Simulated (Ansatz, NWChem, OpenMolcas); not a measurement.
**A ladder of methods for MoO3 (SMILES [O]=[Mo](=[O])=[O])**

MoO3: 4 atoms, total charge 0, spin state singlet. As SMILES, `[O]=[Mo](=[O])=[O]`. The shape is that of a PBE0-D4/def2-TZVP optimisation.

```xyz
4

O    -0.9680   -0.1498    1.2625
Mo   -0.1381   -0.3365   -0.2003
O     1.5070   -0.6076    0.0888
O    -0.3452    1.0336   -1.1714
```

Each level gives the HOMO–LUMO gap (eV). The values are calculated.

```json
{"level": "BLYP/def2-SVPD (core potential)", "kind": "GGA", "program": "Ansatz", "value (eV)": "1.93"}
{"level": "PBE/def2-SVPD (core potential)", "kind": "GGA", "program": "NWChem", "value (eV)": "2.08"}
{"level": "M06-L/def2-SVPD (core potential)", "kind": "meta-GGA", "program": "OpenMolcas", "value (eV)": "2.93"}
{"level": "B3LYP/def2-SVPD (core potential)", "kind": "global hybrid", "program": "OpenMolcas", "value (eV)": "3.79"}
{"level": "M06-2X/def2-SVPD (core potential)", "kind": "hybrid meta-GGA", "program": "NWChem", "value (eV)": "6.69"}
{"level": "CAM-B3LYP/def2-SVPD (core potential)", "kind": "range-separated hybrid", "program": "Ansatz", "value (eV)": "6.66"}
{"level": "wB97M-V/def2-SVPD (core potential)", "kind": "range-separated hybrid", "program": "Ansatz", "value (eV)": "8.51"}
{"level": "B2PLYP/def2-SVPD (core potential)", "kind": "double hybrid", "program": "NWChem", "value (eV)": "6.84"}
```

The values span 1.93 to 8.51 eV. Orbital gaps aren't excitation energies, and those of double hybrids come from the SCF part alone; they tend to grow with the share of exact exchange.

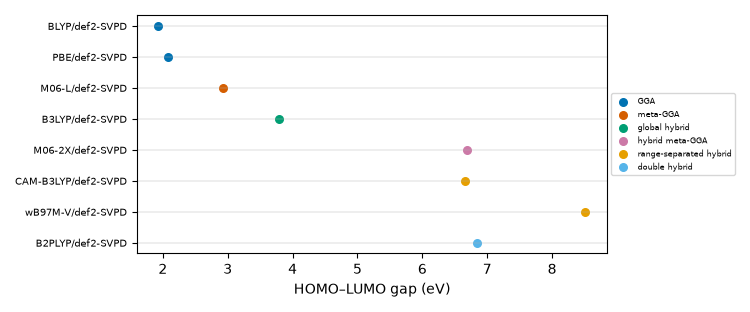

The values of the table, level by level.
